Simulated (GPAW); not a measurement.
**PbO (P4/nmm): refractive index against wavelength**

The refractive index of PbO (P4/nmm) along x below the direct gap (2.12 eV on the mesh) is read from one computed spectrum, n = √(Re ε). x, y and z are the Cartesian axes of the input cell.

Cell: a, b, c = 3.990, 3.990, 5.010 Å (primitive vectors), 4 atoms.

Method: GPAW 26.7.0, PBE, RPA, k-mesh 8×8×6, local fields up to 60 eV, Lorentzian half width 0.1 eV.

Launch of the response step: `OMP_NUM_THREADS=1 python df.py`. The run took 3.2 min, its band step included, on 1 thread of Arm Neoverse V2 (shared host).

| wavelength (nm) | photon energy E (eV) | n |
| --- | --- | --- |
| 3000 | 0.413 | 2.5616 |
| 2000 | 0.620 | 2.5731 |
| 1550 | 0.800 | 2.5873 |
| 1310 | 0.946 | 2.6020 |
| 1064 | 1.165 | 2.6300 |
| 850 | 1.459 | ? |

In the single-oscillator model n² − 1 = E₀E_d/(E₀² − E²), so 1/(n² − 1) = E₀/E_d − E²/(E₀E_d) is linear in E².

Working, on the rows shown:

| x = E² (eV²) | y = 1/(n² − 1) |
| --- | --- |
| 0.170801 | 0.179798 |
| 0.384302 | 0.177909 |
| 0.639837 | 0.17562 |
| 0.895757 | 0.173298 |
| 1.35784 | 0.169007 |

Means: x̄ = 0.68971, ȳ = 0.17513. Σ(x − x̄)(y − ȳ) = -0.007764, Σ(x − x̄)² = 0.8539. Slope = -0.007764 / 0.8539 = -0.009092; intercept = ȳ − slope · x̄ = 0.1814. Turned back into n, the line misses the rows shown by at most 0.00029.

Problem. Fill in the last column of the withheld row.

Solution. At x = 2.1276 the line gives y = 0.16205, that is 2.6778. The run gave 2.6818, so the extrapolation is off by 0.004, 3 % of the range in the table.

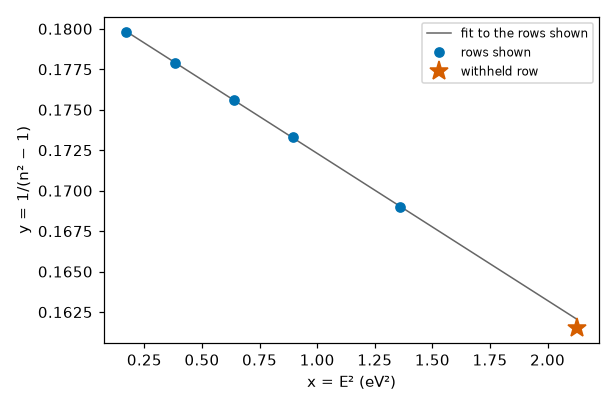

Refitted with all rows, the slope is -0.00935 and the intercept 0.18154. These give E₀ = √(intercept/−slope) = 4.41 eV and E_d = E₀/intercept = 24.3 eV; E₀ is 2.1 times the direct gap. The electronic limit at long wavelengths, without lattice vibrations, is n = √(1 + 1/intercept) = 2.551. The cell comes from an older database entry, whose edges can be off by a per cent or so. Excitons are left out. The values come from a sum over the points of one k-mesh and carry its error, which grows as the direct gap shrinks. This version of GPAW has incomplete matrix elements in the optical limit, which can lower ε − 1 by up to a tenth where first-row anions or d states rule. Spin-orbit coupling is left out.
